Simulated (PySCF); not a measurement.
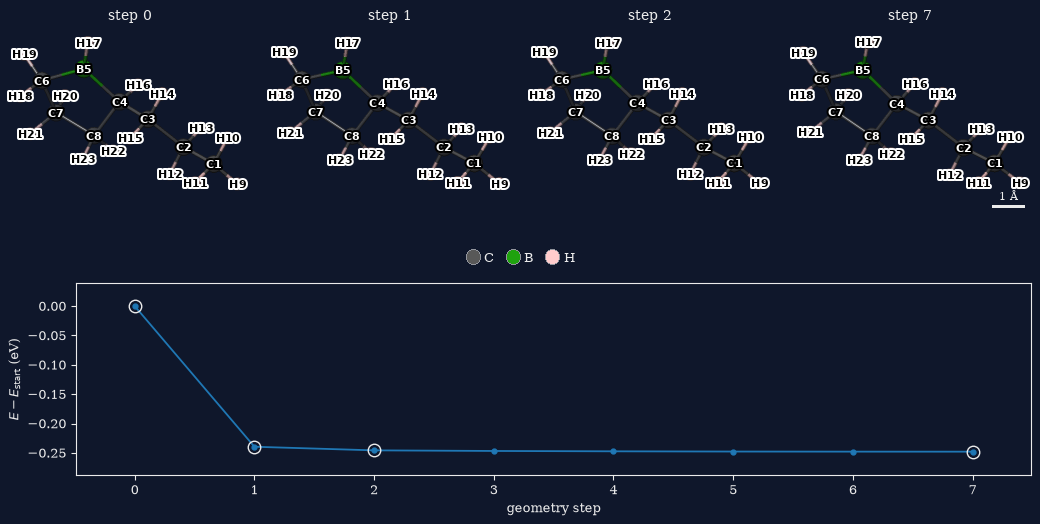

Frames of a relaxation of C₇H₁₅B, marked on the history of the run. The picture is a ball-and-stick view, seen from a free direction.

The start comes from GFN2-xTB. Its atoms were then displaced at random by about 0.01 Å.

Theory: PySCF, PBE0-D3(BJ)/def2-SVP geometry optimisation, gas phase. 

What happens along the run?

The energy falls by 0.248 eV in 7 geometry steps. H23 moves most after the best rigid fit: 0.13 Å. Largest moves by element: H 0.13 Å, C 0.11 Å, B 0.05 Å. Some distances before and after: B5–H17 1.168 → 1.212 Å, C3–C4 1.481 → 1.523 Å, C4–H16 1.083 → 1.121 Å, C1–H9 1.064 → 1.101 Å. Among the angles between lasting bonds that change: B5–C6–H18 108.7° → 102.0°, B5–C4–H16 104.6° → 97.9°, C7–C6–H19 111.7° → 116.0°. From step 0 to 1: H atoms move most (0.11 Å), energy −0.240 eV. From step 1 to 2: energy −0.006 eV. From step 2 to 7: H16 moves most (0.03 Å), energy −0.002 eV.

```json
{"step": "0", "E − E(0), eV": "0.0000"}
{"step": "1", "E − E(0), eV": "-0.2396"}
{"step": "2", "E − E(0), eV": "-0.2457"}
{"step": "3", "E − E(0), eV": "-0.2468"}
{"step": "4", "E − E(0), eV": "-0.2474"}
{"step": "5", "E − E(0), eV": "-0.2477"}
{"step": "6", "E − E(0), eV": "-0.2479"}
{"step": "7", "E − E(0), eV": "-0.2480"}
```
